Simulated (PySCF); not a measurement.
# C₃H₅F: excited states, first hyperpolarisability

Wanted: excited states, first hyperpolarisability for C₃H₅F (`C=CCF`).

Computed with PySCF 2.14.0 and routines of our own; the level stands in each step. Atoms count from 0.

## 1. The starting structure

9 atoms, charge 0, multiplicity 1; geometry from: GFN2-xTB.

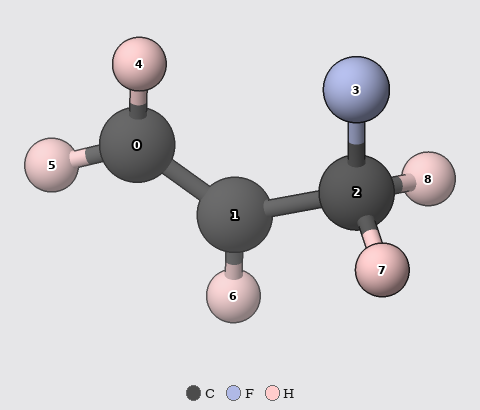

The starting geometry (carbon dark grey, fluorine light blue, hydrogen pink).

## 2. Geometry optimisation at PBE0-D3(BJ)/def2-TZVP

Job settings and geometry (Å):

```
{"job": {"xc": "PBE0", "basis": "def2-TZVP", "d3": "d3bj", "grid": 2, "kind": "geom"}, "charge": 0, "multiplicity": 1}
C      1.299076     0.332224     0.342917
C      0.342247    -0.069459    -0.470816
C     -1.095832    -0.221905    -0.088312
F     -1.327253     0.111748     1.221405
H      1.093509     0.584299     1.369514
H      2.319527     0.424559     0.015270
H      0.539740    -0.325086    -1.502778
H     -1.732488     0.431360    -0.698931
H     -1.424964    -1.261747    -0.213447
```

Launch:

```sh
> OMP_NUM_THREADS=1 python excited_run.py task.json out
```

One launch serves the whole session: the jobs run in the order shown.

What it wrote:

```text
step   0  E = -216.98612948  max force = 0.011070
step   1  E = -216.98448969  max force = 0.011051
step   2  E = -216.98514659  max force = 0.010139
step   3  E = -216.98617482  max force = 0.006864
step   4  E = -216.98645387  max force = 0.001656
step   5  E = -216.98648457  max force = 0.001179
step   6  E = -216.98649826  max force = 0.000208
optimisation converged
```

Run time: 40 s. Hardware: 1 thread of Arm Neoverse V1, shared host; peak memory 0.65 GiB.

Relaxation path: (the energy doesn't fall at every step)

```tsv
step	energy from step 0 (eV)	largest force component (eV/Å)
0	0.0000	0.5692
1	0.0446	0.5683
2	0.0267	0.5214
3	-0.0012	0.3530
4	-0.0088	0.0852
5	-0.0097	0.0606
6	-0.0100	0.0107
```

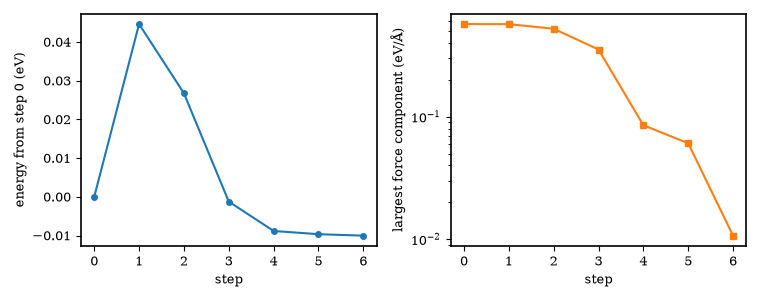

Energy and largest force along the relaxation.

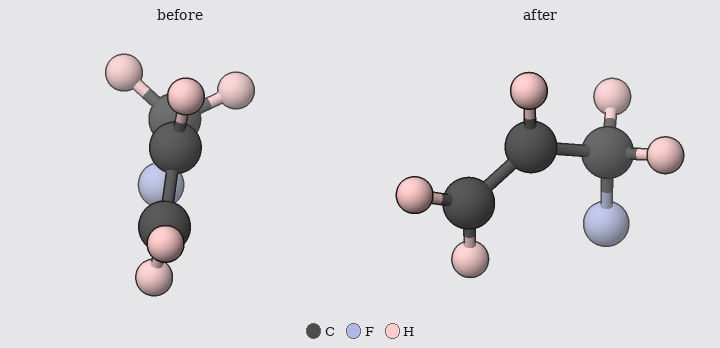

The geometry before (left) and after (right).

Close pairs (by a distance rule), those that changed most:

```tsv
bond	before (Å)	after (Å)	change (Å)
C1–C2	1.496	1.487	-0.009
C0–H5	1.076	1.083	+0.007
C1–H6	1.081	1.088	+0.006
C0–H4	1.077	1.083	+0.006
C2–F3	1.371	1.377	+0.006
C0–C1	1.319	1.323	+0.004
C2–H8	1.098	1.097	-0.001
C2–H7	1.098	1.097	-0.001
```

The final coordinates are the input of the step that follows.

```tsv
at the end point	value
point group (found at 0.08 Å tolerance)	Cs
rotational constants (GHz, main isotopes)	17.569, 6.011, 4.608
dipole moment (D)	1.70
```

## 3. Excited states: TDA wB97X-D/def2-TZVPD

Job settings and geometry (Å):

```
{"job": {"kind": "states", "xc": "wB97X-D", "basis": "def2-TZVPD", "tda": true, "soc": true, "nstates": 6, "ntriplets": 5, "nquad": 4}, "charge": 0, "multiplicity": 1}
C      0.468162     1.296814     0.085752
C      0.119148     0.181582    -0.534718
C     -0.394164    -1.042199     0.135660
F     -0.493063    -0.881402     1.499445
H      0.395521     1.383568     1.163103
H      0.836633     2.152824    -0.465762
H      0.195658     0.103352    -1.616953
H     -1.388872    -1.302484    -0.246301
H      0.271199    -1.893135    -0.054923
```

With the program's defaults for keys left out, this is: TDA wB97X-D/def2-TZVPD excited states, vertical, gas phase, spin-orbit mean-field couplings.

What it wrote:

```text
coarse grid: 7448 points
cycle   1  E = -217.1082682359  dE =  4.176e-01  |g| = 5.288e-01  |ddm| = 2.387e+00
cycle   2  E = -217.1028848872  dE =  5.383e-03  |g| = 6.238e-01  |ddm| = 9.034e-01
cycle   3  E = -217.1596637597  dE = -5.678e-02  |g| = 4.507e-02  |ddm| = 3.978e-01
cycle   4  E = -217.1600267807  dE = -3.630e-04  |g| = 1.904e-02  |ddm| = 8.579e-02
cycle   5  E = -217.1601140260  dE = -8.725e-05  |g| = 3.843e-03  |ddm| = 3.560e-02
cycle   6  E = -217.1601182678  dE = -4.242e-06  |g| = 1.067e-03  |ddm| = 9.916e-03
final grid: 72088 points
cycle   7  E = -217.1577061153  dE = -1.425e-04  |g| = 8.150e-03  |ddm| = 3.997e-01
cycle   8  E = -217.1577043375  dE =  1.778e-06  |g| = 9.227e-03  |ddm| = 4.724e-02
cycle   9  E = -217.1577157211  dE = -1.138e-05  |g| = 4.802e-04  |ddm| = 6.403e-03
cycle  10  E = -217.1577157720  dE = -5.090e-08  |g| = 2.332e-04  |ddm| = 4.344e-03
cycle  11  E = -217.1577157854  dE = -1.338e-08  |g| = 5.569e-05  |ddm| = 6.158e-04
cycle  12  E = -217.1577157864  dE = -9.918e-10  |g| = 2.028e-05  |ddm| = 2.431e-04
converged SCF energy = -217.1577157864

Singlet excitations
state   eV       nm        f     d(h-e)  d(exc)  Lambda  PR(NTO)  |dmu|/D   mu/D   main configurations
  1   7.1823   172.6   0.03241   0.760   3.370   0.338   1.012    3.416    1.764   H->L 0.89
  2   7.9096   156.8   0.02055   0.093   3.621   0.272   1.024    0.452    1.868   H->L+2 0.89
  3   7.9941   155.1   0.57023   0.325   2.559   0.782   1.128    1.414    2.579   H->L+1 0.88
  4   8.2690   149.9   0.00858   0.592   3.490   0.308   1.649    2.288    2.314   H->L+3 0.56, H-1->L+1 0.21
  5   8.3022   149.3   0.00390   0.171   2.818   0.422   1.619                     H-1->L+1 0.67, H->L+3 0.22
  6   8.9910   137.9   0.00497   0.389   3.304   0.273   1.061                     H->L+5 0.60, H->L+6 0.18

Triplet excitations (Tamm-Dancoff)
state   eV     d(h-e)  d(exc)  Lambda  PR(NTO)   main configurations
  1   4.6063   0.013   2.000   0.800   1.006   H->L+1 0.91
  2   7.1383   0.732   3.351   0.340   1.018   H->L 0.87
  3   7.7972   0.017   3.348   0.308   1.506   H->L+2 0.68, H-1->L+1 0.17
  4   7.8487   0.232   2.677   0.433   1.536   H-1->L+1 0.67, H->L+2 0.20
  5   8.2092   0.934   3.706   0.255   1.117   H->L+3 0.74
S1 - T1 = 2.5759 eV

Spin-orbit couplings |<S|Hso|T>| (cm-1)
             T1       T2       T3       T4       T5
S0        0.049    5.622    7.439   12.791    6.625
S1        2.275    0.062    0.346    0.310    0.287
S2        0.839    0.379    0.513    0.991    0.407
S3        0.121    2.733    4.623    8.893    3.198
S4        3.305    0.351    0.289    0.176    0.326
S5        1.933    0.226    0.264    1.000    0.393
S6        1.616    1.717    1.195    0.715    1.979
T1 sublevels (cm-1): 0.000 0.000 0.000   radiative rates (1/s): 0.0518 0.16 0.00124
```

Run time: 18 s. Hardware: 1 thread of Arm Neoverse V1, shared host; peak memory 0.71 GiB.

In short:

```tsv
quantity	value
S1 less T1	2.58 eV
```

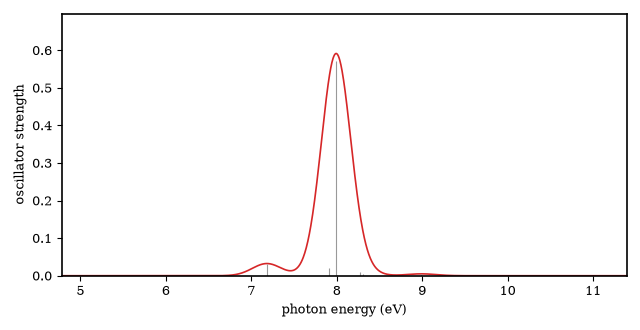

Absorption lines of the singlets. Lines are broadened to a width of 0.40 eV (Gaussian).

## 4. Excited states: TDDFT CAM-B3LYP/aug-cc-pVTZ

The job, as its differences from that of step 3:

```diff
@@ -1,2 +1,2 @@
-{"job": {"kind": "states", "xc": "wB97X-D", "basis": "def2-TZVPD", "tda": true, "soc": true, "nstates": 6, "ntriplets": 5, "nquad": 4}, "charge": 0, "multiplicity": 1}
+{"job": {"kind": "states", "xc": "CAM-B3LYP", "basis": "aug-cc-pVTZ", "tpa": true, "nstates": 8, "nquad": 6, "ntriplets": 0}, "charge": 0, "multiplicity": 1}
 C      0.468162     1.296814     0.085752
```

With the program's defaults for keys left out, this is: TDDFT CAM-B3LYP/aug-cc-pVTZ excited states, vertical, gas phase, two-photon moments by quadratic response.

What it wrote:

```text
coarse grid: 7448 points
cycle   1  E = -217.0833662189  dE =  3.937e-01  |g| = 5.246e-01  |ddm| = 6.340e+00
cycle   2  E = -217.0657676155  dE =  1.760e-02  |g| = 6.757e-01  |ddm| = 1.430e+00
cycle   3  E = -217.1329386884  dE = -6.717e-02  |g| = 5.272e-02  |ddm| = 6.978e-01
cycle   4  E = -217.1333731997  dE = -4.345e-04  |g| = 2.336e-02  |ddm| = 1.232e-01
cycle   5  E = -217.1334954765  dE = -1.223e-04  |g| = 4.193e-03  |ddm| = 4.529e-02
cycle   6  E = -217.1334992923  dE = -3.816e-06  |g| = 1.475e-03  |ddm| = 8.772e-03
final grid: 72088 points
cycle   7  E = -217.1317027542  dE = -4.497e-05  |g| = 4.731e-03  |ddm| = 2.977e-01
cycle   8  E = -217.1317013208  dE =  1.433e-06  |g| = 5.741e-03  |ddm| = 2.230e-02
cycle   9  E = -217.1317067643  dE = -5.443e-06  |g| = 5.298e-04  |ddm| = 7.156e-03
cycle  10  E = -217.1317068081  dE = -4.379e-08  |g| = 1.872e-04  |ddm| = 1.330e-03
cycle  11  E = -217.1317068160  dE = -7.896e-09  |g| = 2.102e-05  |ddm| = 4.275e-04
cycle  12  E = -217.1317068161  dE = -9.953e-11  |g| = 7.797e-06  |ddm| = 6.135e-05
converged SCF energy = -217.1317068161

Singlet excitations
state   eV       nm        f     d(h-e)  d(exc)  Lambda  PR(NTO)  |dmu|/D   mu/D   delta(TPA)   sigma/GM   main configurations
  1   6.6985   185.1   0.02131   1.151   3.912   0.230   1.008    5.145    3.373       40.49      0.666   H->L 0.86
  2   7.3233   169.3   0.04523   0.275   4.174   0.200   1.016    1.417    2.588       38.76      0.762   H->L+1 0.59, H->L+2 0.24
  3   7.3495   168.7   0.32235   0.405   3.290   0.470   1.107    1.789    3.232       84.11      1.664   H->L+3 0.49, H->L+4 0.39
  4   7.5428   164.4   0.00378   0.833   4.497   0.209   1.023    3.234    2.878       29.00      0.604   H->L+2 0.57, H->L+1 0.20
  5   7.7649   159.7   0.03482   1.702   4.329   0.525   1.037    7.091    6.054       65.56      1.448   H->L+4 0.52, H->L+3 0.34
  6   8.2078   151.1   0.00206   0.338   4.045   0.219   1.227    2.243    2.950       40.61      1.002   H->L+6 0.67, H->L+5 0.08
  7   8.2588   150.1   0.00108   0.220   2.944   0.327   1.535                                            H-1->L+4 0.50, H-1->L+3 0.14, H->L+6 0.13
  8   8.3299   148.8   0.01043   0.239   4.730   0.160   1.275                                            H->L+5 0.73
```

Wall time 48 s (1 thread of Arm Neoverse V1, shared host); peak memory 0.87 GiB.

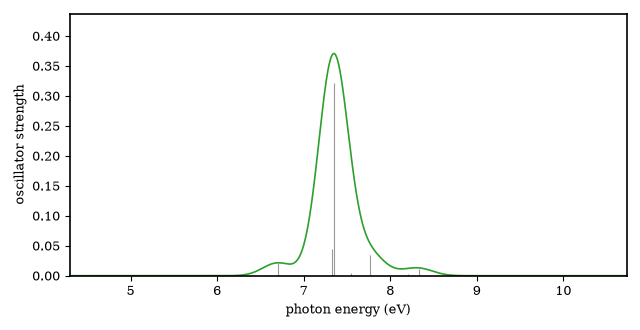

Absorption lines of the singlets. Lines are broadened to a width of 0.40 eV (Gaussian).

## 5. First hyperpolarisability: quadratic response CAM-B3LYP/aug-cc-pVTZ

The job, as its differences from that of step 4:

```diff
@@ -1,2 +1,2 @@
-{"job": {"kind": "states", "xc": "CAM-B3LYP", "basis": "aug-cc-pVTZ", "tpa": true, "nstates": 8, "nquad": 6, "ntriplets": 0}, "charge": 0, "multiplicity": 1}
+{"job": {"kind": "beta", "xc": "CAM-B3LYP", "basis": "aug-cc-pVTZ"}, "charge": 0, "multiplicity": 1}
 C      0.468162     1.296814     0.085752
```

Level: quadratic response CAM-B3LYP/aug-cc-pVTZ first hyperpolarisability, Taylor convention, gas phase.

What it wrote:

```text
coarse grid: 7448 points
cycle   1  E = -217.0833662189  dE =  3.937e-01  |g| = 5.246e-01  |ddm| = 6.340e+00
cycle   2  E = -217.0657676155  dE =  1.760e-02  |g| = 6.757e-01  |ddm| = 1.430e+00
cycle   3  E = -217.1329386884  dE = -6.717e-02  |g| = 5.272e-02  |ddm| = 6.978e-01
cycle   4  E = -217.1333731997  dE = -4.345e-04  |g| = 2.336e-02  |ddm| = 1.232e-01
cycle   5  E = -217.1334954765  dE = -1.223e-04  |g| = 4.193e-03  |ddm| = 4.529e-02
cycle   6  E = -217.1334992923  dE = -3.816e-06  |g| = 1.475e-03  |ddm| = 8.772e-03
final grid: 72088 points
cycle   7  E = -217.1317027542  dE = -4.497e-05  |g| = 4.731e-03  |ddm| = 2.977e-01
cycle   8  E = -217.1317013208  dE =  1.433e-06  |g| = 5.741e-03  |ddm| = 2.230e-02
cycle   9  E = -217.1317067643  dE = -5.443e-06  |g| = 5.298e-04  |ddm| = 7.156e-03
cycle  10  E = -217.1317068081  dE = -4.379e-08  |g| = 1.872e-04  |ddm| = 1.330e-03
cycle  11  E = -217.1317068160  dE = -7.896e-09  |g| = 2.102e-05  |ddm| = 4.275e-04
cycle  12  E = -217.1317068161  dE = -9.953e-11  |g| = 7.797e-06  |ddm| = 6.135e-05
converged SCF energy = -217.1317068161

Lowest singlets (eV, f): 6.6985 0.0213  7.3233 0.0452  7.3495 0.3224

First hyperpolarisability (au)
process     nm      |vector|   parallel      HRS      DR
static         -      115.24      -45.2      42.36   8.617
shg       1907.0      119.22     -45.95      43.86   8.551
eope      1907.0      116.53     -45.45          -       -
shg       1064.0      129.08     -47.64      47.58   8.371
eope      1064.0      119.51     -46.01          -       -
```

Run time: 35 s. Hardware: 1 thread of Arm Neoverse V1, shared host; peak memory 0.89 GiB.

## 6. What came out

```
                                                   quantity                                                value
                                                point group                                                   Cs
                       rotational constants (main isotopes)                                17.57, 6.01, 4.61 GHz
                S1 less T1 (step 3, TDA wB97X-D/def2-TZVPD)                                              2.58 eV
β vector (step 5, quadratic response CAM-B3LYP/aug-cc-pVTZ)  static 115, SHG 1907.0 nm 119, SHG 1064.0 nm 129 au
```

In words: The optimisation took 6 steps and gained 0.010 eV; among the close pairs (by a distance rule), C1–C2 changed most, from 1.496 to 1.487 Å. No frequency check was run at this level, so the end point may be a saddle. In step 3, the number of triplets below S1 is 2, and the largest singlet-triplet spin-orbit coupling is S0–T4, 12.79 cm⁻¹. β grows from 115 au (static) to 129 au for doubling at 1064.0 nm: normal dispersion, which grows as twice the photon energy moves toward the bright states.
